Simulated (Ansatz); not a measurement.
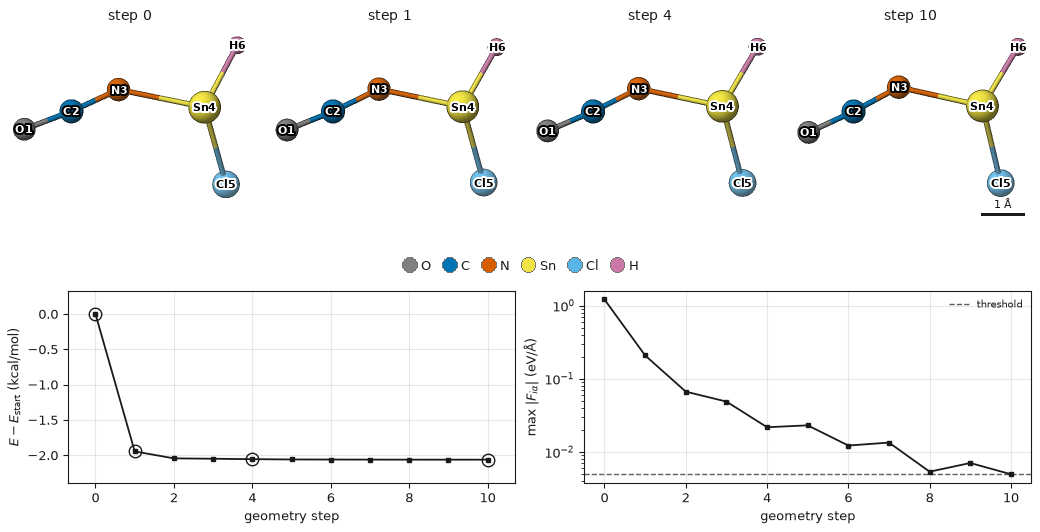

Frames of a relaxation of CHClNOSn (multiplicity 2), marked on the history of the run. The picture is a ball-and-stick view, seen at a tilt.

The start comes from PBE-D4/def2-SVP.

Computed with UKS PBE0-D4/def2-TZVP (Ansatz 0.2.0). Settings: force threshold 0.005 eV/Å; at most 150 steps.

Describe the path.

Answer. After 10 geometry steps the energy has fallen by 2.06 kcal/mol. The largest force component goes from 1.2 to 0.005 eV/Å. The atom that moves furthest after the best rigid fit is Cl5 (0.13 Å). By element the largest moves are Cl 0.13 Å, O 0.13 Å, Sn 0.06 Å, N 0.06 Å, C 0.05 Å, H 0.05 Å. Among the contacts that change: Sn4–Cl5 2.395 → 2.339 Å, N3–Sn4 2.077 → 2.026 Å, Sn4–H6 1.767 → 1.730 Å, O1–C2 1.183 → 1.165 Å. Bond angles that change, for instance: C2–N3–Sn4 140.2° → 136.5°, N3–Sn4–H6 101.3° → 103.8°. From step 0 to 1: Cl5 moves most (0.08 Å), energy −1.94 kcal/mol. From step 1 to 4: Cl5 moves most (0.03 Å), energy −0.11 kcal/mol. From step 4 to 10: O1 moves most (0.05 Å), energy −0.01 kcal/mol.

```tsv
step	E − E(0), kcal/mol	largest force component, eV/Å
0	0.00	1.2153
1	-1.94	0.2091
2	-2.04	0.0669
3	-2.05	0.0489
4	-2.05	0.0218
5	-2.06	0.0231
6	-2.06	0.0123
7	-2.06	0.0135
8	-2.06	0.0054
9	-2.06	0.0071
10	-2.06	0.0050
```
